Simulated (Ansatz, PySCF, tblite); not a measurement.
Approach curve of the dimer C2H6 ··· COS (SMILES CC and O=C=S), singlet. Monomers: optimised at B3LYP-D3(BJ) (def2-TZVP), held rigid. Orientation: a higher rigid-body minimum at GFN2-xTB. Only R, the distance of the centres of mass, is varied, so the lowest point isn't the relaxed dimer.

Geometry at R = 4.37 Å (first 8 atoms: monomer A):
```
11

C      0.7625    -0.0184     0.0256
C     -0.7625     0.0184    -0.0256
H      1.2007     0.6693    -0.7004
H      1.1334     0.2644     1.0128
H      1.1431    -1.0175    -0.1957
H     -1.1431     1.0175     0.1957
H     -1.1334    -0.2643    -1.0128
H     -1.2007    -0.6694     0.7004
O      3.5908    -0.4678     2.6170
C      3.8151    -1.1416     1.7054
S      4.1183    -2.0524     0.4730
```

GFN2-xTB (tblite); RHF/6-31G* = restricted Hartree-Fock/6-31G*, spherical d, no counterpoise correction run with PySCF; CCSD/aug-cc-pVDZ = CCSD on RHF/aug-cc-pVDZ, frozen core, counterpoise-corrected (Ansatz, a program for electronic structure); RKS-B3LYP/6-31G* = restricted B3LYP/6-31G*, spherical d, no counterpoise correction (PySCF 2.14.0); RHF/aug-cc-pVDZ, counterpoise-corrected (Ansatz).

Interaction energies in kcal/mol (negative: bound); R is the distance of the centres of mass, d the H4···O9 distance.

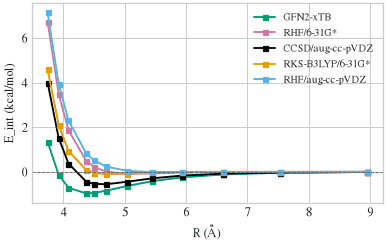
*Interaction energy against separation.*

| R / Å | d / Å | GFN2-xTB | RHF/6-31G* | CCSD/aug-cc-pVDZ | RKS-B3LYP/6-31G* | RHF/aug-cc-pVDZ |
|---|---|---|---|---|---|---|
| 3.74 | 2.42 | 1.35 | 6.72 | 4.00 | 4.60 | 7.15 |
| 3.92 | 2.59 | -0.13 | 3.50 | 1.52 | 2.11 | 3.96 |
| 4.08 | 2.75 | -0.71 | 1.87 | 0.37 | 0.94 | 2.30 |
| 4.37 | 3.02 | -0.97 | 0.49 | -0.44 | 0.08 | 0.83 |
| 4.49 | 3.14 | -0.95 | 0.23 | -0.54 | -0.04 | 0.53 |
| 4.69 | 3.33 | -0.85 | 0.01 | -0.56 | -0.11 | 0.24 |
| 5.04 | 3.68 | -0.64 | -0.09 | -0.45 | -0.08 | 0.04 |
| 5.45 | 4.08 | -0.42 | -0.08 | -0.29 | -0.02 | -0.01 |
| 5.93 | 4.55 | -0.25 | -0.04 | -0.17 | 0.00 | -0.02 |
| 6.60 | 5.21 | -0.12 | -0.01 | -0.08 | 0.00 | -0.01 |
| 7.53 | 6.13 | -0.04 | 0.00 | -0.03 | 0.00 | 0.00 |
| 8.95 | 7.54 | -0.01 | 0.00 | -0.01 | 0.00 | 0.00 |

Lowest grid point: GFN2-xTB -0.97 kcal/mol at R = 4.37 Å; RHF/6-31G* -0.09 kcal/mol at R = 5.04 Å; CCSD/aug-cc-pVDZ -0.56 kcal/mol at R = 4.69 Å; RKS-B3LYP/6-31G* -0.11 kcal/mol at R = 4.69 Å; RHF/aug-cc-pVDZ -0.02 kcal/mol at R = 5.93 Å.
